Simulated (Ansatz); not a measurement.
# Calculations on SiH₂ClF

Part 1: Relaxation

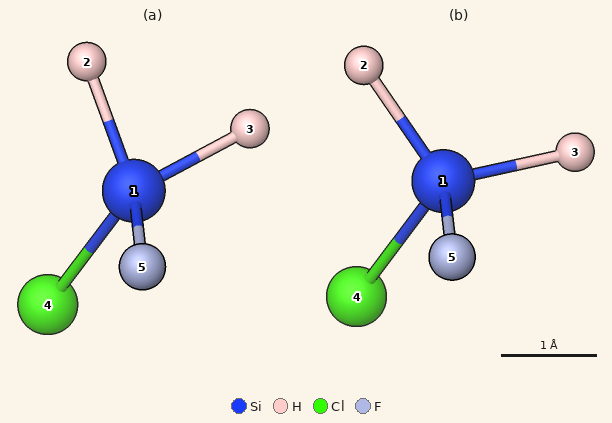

The structure of SiH₂ClF before (left) and after (right) a relaxation, at one scale.

A ball-and-stick model, seen from a free direction.

The run prepares an end point of a later path (reaction) calculation, from a guessed geometry.

Method: RKS PBE/def2-SVP in Ansatz 0.2.0. Settings: no spin polarisation; force threshold 0.03 eV/Å; at most 50 steps.

> Describe what moved and what it gained.

The largest moves after the best rigid fit, 0.32 Å, are those of H2 and H3. By element the largest moves are H 0.32 Å, F 0.11 Å, Si 0.11 Å, Cl 0.09 Å. Near-neighbour distances that change, for instance: Si1–H2 1.451 → 1.494 Å, Si1–Cl4 2.051 → 2.066 Å, Si1–F5 1.628 → 1.632 Å. Bond angles that change, for instance: H2–Si1–H3 83.3° → 113.4°, H2–Si1–Cl4 116.1° → 108.9°, H2–Si1–F5 115.3° → 108.3°. The energy falls by 0.587 eV in 4 geometry steps. The largest force component goes from 1.6 to 0.03 eV/Å.

Part 2: Relaxation

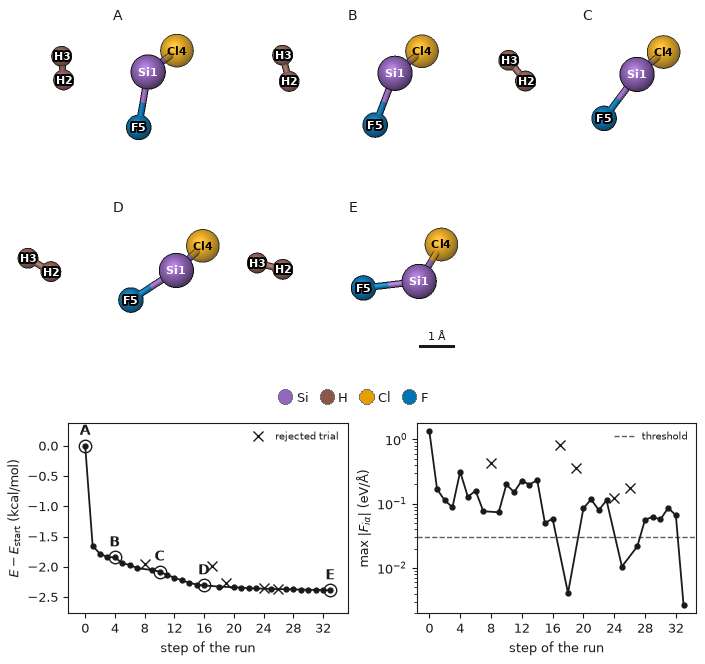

Frames of a relaxation of SiH2ClF, marked on the history of the run. The picture is a ball-and-stick view, seen at a tilt.

The run prepares an end point of a later path (reaction) calculation, from a guessed geometry.

Level of theory: RKS PBE/def2-SVP in Ansatz 0.2.0.

Input file:
```yaml
crystal:
  periodic: [false, false, false]
  atoms:
    - { symbol: Si, position_ang: [-0.021511, -0.040785, -1.054302] }
    - { symbol: H, position_ang: [1.133857, -0.211059, 1.337706] }
    - { symbol: H, position_ang: [1.646532, 0.177705, 1.009925] }
    - { symbol: Cl, position_ang: [-1.098793, 1.698778, -0.52328] }
    - { symbol: F, position_ang: [-0.830084, -1.183939, -0.182548] }
basis:
  gaussian: { orbitals: def2-SVP }
hamiltonian:
  xc: pbe
relax:
  f_tol: 0.03
  max_steps: 50
output:
  orbitals: {}
```

Command:
```bash
ansatz run input.yaml --threads 1 --pin off --max-ram 2048MiB --backend cpu --events-out ev --progress --plain --runs-dir out
```

What happens along the run?

Answer. Over 28 accepted moves (33 points after the start) the energy falls by 2.39 kcal/mol. Largest force component: 1.3 eV/Å at the start, 0.0027 eV/Å at the end. The line search rejected the trial steps at points 8, 17, 19, 24, 26 of the run. The forces were under the threshold at step 18, but the run went on from there. H3 moves most after the best rigid fit: 1.22 Å. By element the largest moves are H 1.22 Å, Si 1.16 Å, F 0.96 Å, Cl 0.86 Å. Near-neighbour distances that change, for instance: H2–H3 0.722 → 0.769 Å, Si1–Cl4 2.114 → 2.109 Å. The run took 45 s on 1 thread of Arm Neoverse V1 (shared host), peak memory 0.12 GiB. From step 0 to 4: H3 moves most (0.42 Å), energy −1.84 kcal/mol. From step 4 to 10: H3 moves most (0.29 Å), energy −0.24 kcal/mol. From step 10 to 16: H3 moves most (0.36 Å), energy −0.23 kcal/mol. From step 16 to 33: F5 moves most (0.39 Å), energy −0.08 kcal/mol.

Limits of the set-up: the start holds two separate molecules, 2.7 Å apart at their closest, whose relative position is a soft coordinate and is computed without a dispersion correction.

Part 3: Path

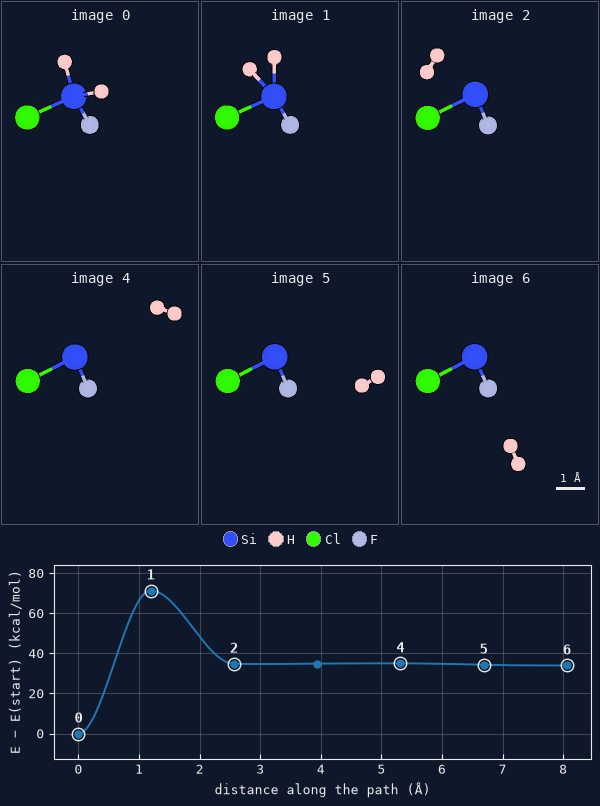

A search for the minimum-energy path of SiH2ClF by the nudged elastic band. Images are numbered from 0 (start) to 6 (end). A ball-and-stick model, seen at a tilt.

Method: Ansatz, RKS PBE/def2-SVP.

Input file:
```yaml
crystal:
  periodic: [false, false, false]
  atoms:
    - { symbol: Si, position_ang: [0.25005, 0.022696, 0.176941] }
    - { symbol: H, position_ang: [0.198843, 0.023374, 1.669769] }
    - { symbol: H, position_ang: [1.640523, 0.023417, -0.368716] }
    - { symbol: Cl, position_ang: [-0.747955, 1.687742, -0.528844] }
    - { symbol: F, position_ang: [-0.51146, -1.316529, -0.36165] }
basis:
  gaussian: { orbitals: def2-SVP }
hamiltonian:
  xc: pbe
neb:
  order_check: false
  images: 5
  f_tol: 0.03
  max_iterations: 60
  final_atoms:
    - { symbol: Si, position_ang: [-1.56154175, -0.10465881, -1.02568764] }
    - { symbol: H, position_ang: [1.84661781, -0.49321479, 1.07989736] }
    - { symbol: H, position_ang: [2.55345323, -0.52574215, 1.38049605] }
    - { symbol: Cl, position_ang: [-1.65469507, 1.9980596, -0.89794914] }
    - { symbol: F, position_ang: [-0.35383322, -0.43374385, 0.05074338] }
  initial_path:
    images:
      - { positions_ang: [[0.25005, 0.022696, 0.176941], [0.198843, 0.023374, 1.669769], [1.640523, 0.023417, -0.368716], [-0.747955, 1.687742, -0.528844], [-0.51146, -1.316529, -0.36165]] }
      - { positions_ang: [[0.16666843, 0.01521951, 0.11793883], [0.46566677, 0.01498048, 1.55495469], [1.621218, 0.01500995, -0.07887013], [-0.83245085, 1.70515294, -0.58857554], [-0.59110135, -1.30966288, -0.41794786]] }
      - { positions_ang: [[0.08328686, 0.00774303, 0.05893667], [0.73249054, 0.00658695, 1.44014039], [1.60191301, 0.00660289, 0.21097575], [-0.9169467, 1.72256388, -0.64830708], [-0.6707427, -1.30279676, -0.47424572]] }
      - { positions_ang: [[-9.471e-05, 0.00026654, -6.55e-05], [0.99931431, -0.00180657, 1.32532608], [1.58260801, -0.00180416, 0.50082162], [-1.00144255, 1.73997482, -0.70803863], [-0.75038406, -1.29593063, -0.53054358]] }
      - { positions_ang: [[-0.52057706, -0.03470857, -0.34193955], [1.28174881, -0.16560931, 1.24351651], [1.90622308, -0.17645016, 0.79404643], [-1.21919339, 1.82600308, -0.77134213], [-0.61820044, -1.00853504, -0.33678126]] }
      - { positions_ang: [[-1.0410594, -0.06968369, -0.68381359], [1.56418331, -0.32941205, 1.16170693], [2.22983815, -0.35109616, 1.08727124], [-1.43694423, 1.91203134, -0.83464564], [-0.48601683, -0.72113944, -0.14301894]] }
      - { positions_ang: [[-1.56154175, -0.10465881, -1.02568764], [1.84661781, -0.49321479, 1.07989736], [2.55345323, -0.52574215, 1.38049605], [-1.65469507, 1.9980596, -0.89794914], [-0.35383322, -0.43374385, 0.05074338]] }
```

Command:
```bash
ansatz run input.yaml --threads 1 --pin off --max-ram 2048MiB --backend cpu --events-out ev --progress --plain --runs-dir out
```

Q: Read off the barrier and say what moves.

A: Forward barrier 71.4 kcal/mol, backward barrier 37.4 kcal/mol, with image 1 at the top; the reaction energy is +34.0 kcal/mol. The path has more than one stage, and so few images may leave a stage unresolved. Breaking: 2 H–Si (1.49 → 4.02–4.79 Å). Forming: H–H (2.50 → 0.77 Å). The band converged in 22 iterations. The largest component of the band force went from 170 to 0.029 eV/Å. The climbing image converged on the top of the path. Its vibrational analysis gives one imaginary mode (1324i cm⁻¹), as a transition state must have.

The run took 2.2 min on 1 thread of Arm Neoverse V1 (shared host), peak memory 0.1 GiB.
